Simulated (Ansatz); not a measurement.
Amorphous Si₃₀N₄₄Hf₃

Preparation: random packing, a CHGNet melt and quench, and a DFT relaxation. N atoms were pushed apart under 1.9 Å during the dynamics, to hinder bonds among them. The hot cell started wider than the set density and was brought back towards it in steps. It is the lowest in DFT energy of 2 quenches. It is a model cell: composition and starting density were chosen by hand, and all elements were melted together. No dispersion term was used.

Methods: PBE, scalar-relativistic without spin-orbit coupling (Ansatz, a quantum-chemistry and plane-wave program); r2SCAN, scalar-relativistic without spin-orbit coupling (Ansatz); HSE06, scalar-relativistic without spin-orbit coupling (Ansatz). Geometry, pressure, stress and energy are those of the PBE run. Its sampling: a 2×2×2 Γ-centred mesh; Fermi-Dirac width 0.02 eV; no spin polarisation. Other functionals are single points at the zone centre (r2SCAN at 500 eV; exact exchange cut at the cell's faces), free to take moments where seeds were set. At PBE the levels at the filled edge of the gap are localised (band-tail or defect states), and the nearest spread-out levels lie 2.5 eV apart at the zone centre.

- Number of atoms in the cell = 77
- Density (volume relaxed, without dispersion) = 3.59 g/cm³
- Volume per atom = 11.97 Å^3
- Pressure on a 2×2×2 Γ-centred mesh = 0.11 GPa
- Largest force and stress component on that mesh (the relaxation ran on the zone centre alone) = 0.13 eV/Å and 0.1 GPa
- Level gap on a 2×2×2 Γ-centred mesh (PBE) = 2.09 eV
- Level gap at the zone centre (PBE) = 2.12 eV
- Level gap at the zone centre (r2SCAN) = 2.47 eV
- Level gap at the zone centre (HSE06) = 3.34 eV

Bonds are counted up to Si-Si 2.60 Å, Si-N 2.18 Å, Si-Hf 2.89 Å, N-N 1.70 Å, N-Hf 2.71 Å, Hf-Hf 3.34 Å. Two cations that share two anions don't count as bonded, nor two that share one unless they lie closer than Si-Si 2.38 Å, Si-Hf 2.81 Å, Hf-Hf 3.25 Å.

```json
{
  "Mean coordination of Si by anions": "4.00 (1 with 3, 28 with 4, 1 with 5)",
  "Mean coordination of N": "3.11 (1 with 2, 37 with 3, 6 with 4)",
  "Mean coordination of Hf by anions": "5.67 (1 with 4, 1 with 6, 1 with 7)",
  "Mean Si-N bond": "1.767 Å (spread 0.075 Å, 120 counted)",
  "Mean N-Hf bond": "2.237 Å (spread 0.181 Å, 17 counted)"
}
```

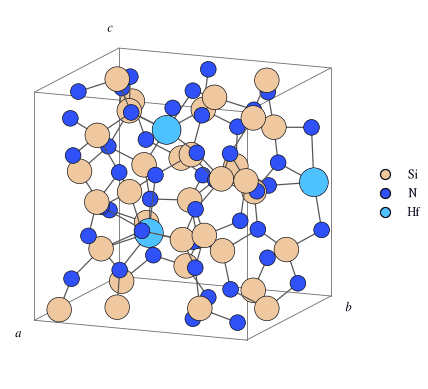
*The relaxed cell*

Its density started from a set value of 3.81 g/cm³. Cooling (nominally 450 K/ps over its main leg) ran many orders faster than in experiment, which tends to leave more defects and strain. One small periodic cell is one sample of the glass; other quenches scatter about these values. Volume and shape were free in the relaxation. On a 2×2×2 Γ-centred mesh force components of up to 0.13 eV/Å stay, since the relaxation ran on the zone centre alone.
